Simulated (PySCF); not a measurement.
| atom | x (Å) | y (Å) | z (Å) |
| --- | --- | --- | --- |
| Hg | 0.0000 | 0.0000 | -0.0080 |
| H | 0.0000 | 0.0000 | 1.6010 |

Core potentials replace the inner electrons of Hg.

Level of theory: PBE0/def2-SVPD, non-relativistic Hamiltonian with scalar-relativistic core potentials where named, at a bond length of 1.609 Å (PySCF).

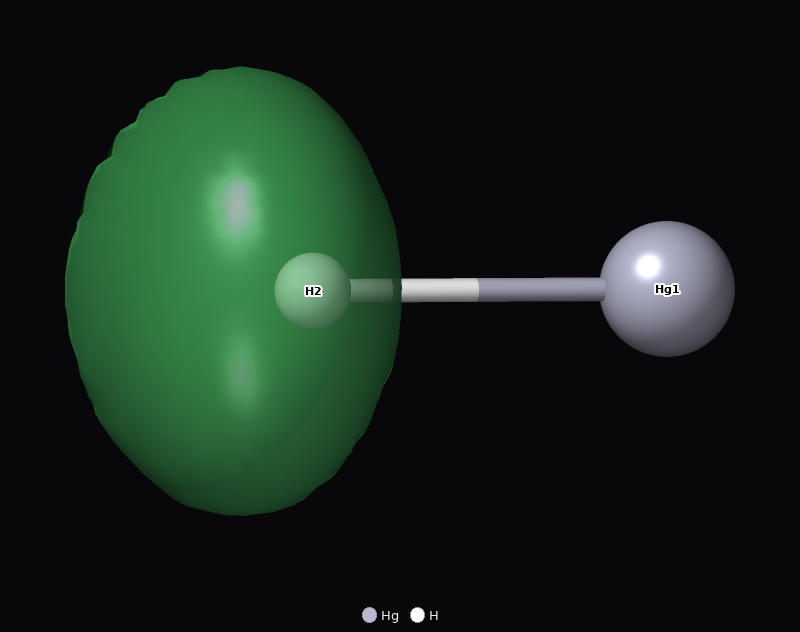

HgH (charge +1). Isosurface of the ELF at 0.9 (green), seen from one side. Only the valence region is drawn (cores and ρ < 0.01 e/Å³ removed).

Q: What do the ELF domains correspond to?

A: At this value the surface marks out one region around a hydrogen nucleus. Along the contacts the grid gives the following. Hg–H (1.61 Å): the ELF climbs to about 1 towards the hydrogen.
